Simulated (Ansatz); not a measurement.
CH6BFSi

The calculation's input:

```
crystal:
  periodic: [false, false, false]
  atoms:
    - { symbol: C, position_ang: [-1.1212, 0.9453, 0.0208] }
    - { symbol: B, position_ang: [-0.093, 0.0954, -0.7358] }
    - { symbol: Si, position_ang: [1.0778, -1.0325, 0.2731] }
    - { symbol: F, position_ang: [2.0983, -0.0698, 1.3317] }
    - { symbol: H, position_ang: [-1.8504, 0.3309, 0.5742] }
    - { symbol: H, position_ang: [-0.6593, 1.7133, 0.6935] }
    - { symbol: H, position_ang: [-1.7308, 1.565, -0.7337] }
    - { symbol: H, position_ang: [0.0263, 0.1369, -1.9203] }
    - { symbol: H, position_ang: [0.3265, -1.9845, 1.107] }
    - { symbol: H, position_ang: [2.0088, -1.7512, -0.6076] }
basis:
  gaussian: { orbitals: def2-SVP }
hamiltonian:
  xc: pbe
  dispersion: d4
relax:
  f_tol: 0.02
  max_steps: 50
output:
  orbitals: {}
```

Run with:

```sh
ansatz run input.yaml --threads 2 --pin off --max-ram 3072MiB --backend cpu --events-out ev --progress --plain --runs-dir out
```

The fields are those of the run's last geometry, not of the input's.

Computed with Ansatz, RKS PBE-D4/def2-SVP.

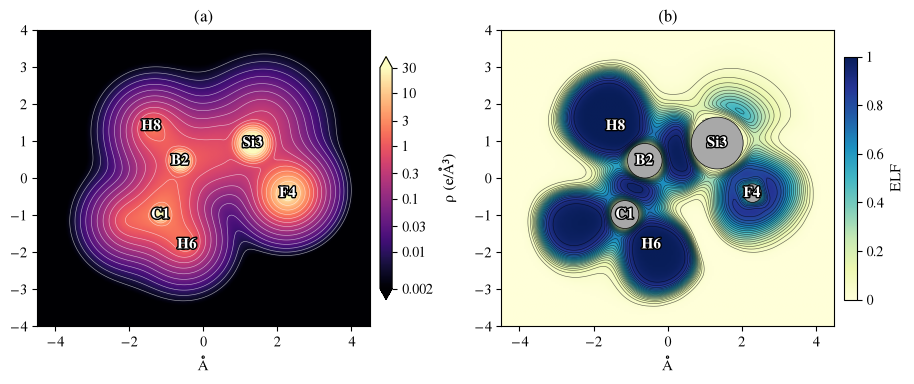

Figure 1. (a) total electron density; (b) electron localisation function on the plane of atoms B2, Si3 and F4. Grey discs cover the atomic cores in the ELF map.

Interpret the plot.

Answer. The plane passes through C, B, Si, F and H nuclei.
C–B (1.56 Å): the density is about 1.4 e/Å³ at the midpoint; the ELF peaks at about 0.95 between the atoms, as expected for a covalent bond.
Si–F (1.65 Å): ρ is about 0.94 e/Å³ halfway; the ELF peaks at about 0.85 in the valence shell of F, 0.6 Å from its nucleus, and is about 0.45 at the midpoint.
Si–B (2.01 Å): ρ is about 0.81 e/Å³ halfway; the ELF peaks at about 1 between the atoms (localised, covalent bonding).
C–H (1.11 Å): ρ at the midpoint is about 1.9 e/Å³; the ELF climbs to about 1 towards the hydrogen, as it does in any bond to H; a covalent bond by its length.
B–H (1.22 Å): ρ is about 1.2 e/Å³ halfway; the ELF climbs to about 1 towards the hydrogen (a covalent bond by its length).
The ELF also peaks beside F4, away from the bonds: lone-pair regions.

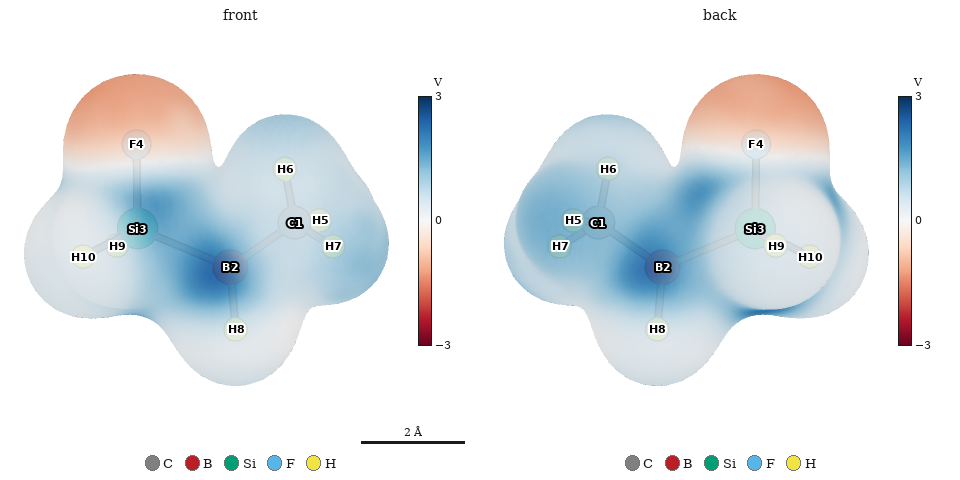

Figure 2. The molecular electrostatic potential painted on the density surface at 0.004 e/bohr³, seen from the front and from behind; red is negative and blue positive.

Where is the surface potential most negative and most positive?

Answer. The most negative region (about −1.2 V) lies over F4, the most positive (about +2.2 V) over B2 and Si3.

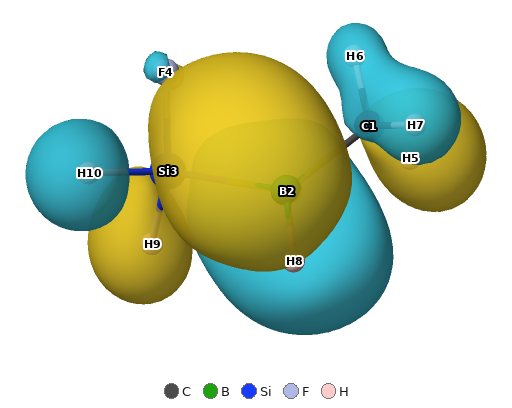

Figure 3. The LUMO at ±0.06 Å⁻³ᐟ² (yellow and cyan are the two phases), seen at a tilt.

Where does this orbital lie, and at what energy?

Answer. Its weight (Hirshfeld) is mainly on B2 (about 55 %) and C1 (about 10 %). Its energy is −2.94 eV.
